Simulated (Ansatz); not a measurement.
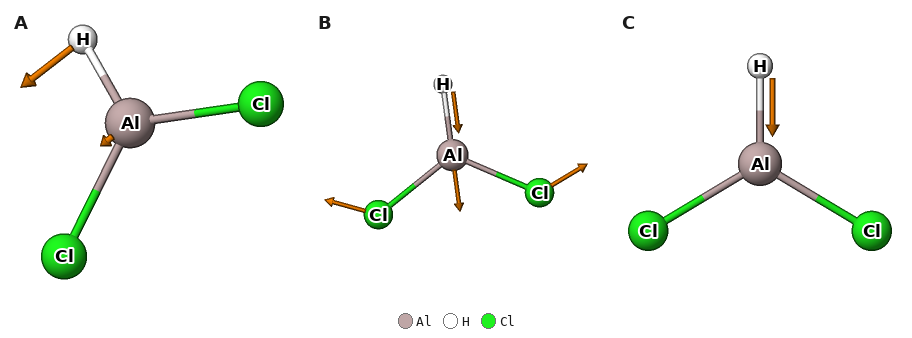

3 normal modes of one molecule or complex, as arrows. Harmonic vibrations computed with RKS PBE0-D4/def2-TZVP (Ansatz 0.2.0) at a stationary point of the same level.

Match the panels to the wavenumbers 160 cm⁻¹, 585 cm⁻¹, 2014 cm⁻¹.

Answer. A: 585 cm⁻¹
B: 160 cm⁻¹, Cl–Al–Cl bending
C: 2014 cm⁻¹, Al–H stretching
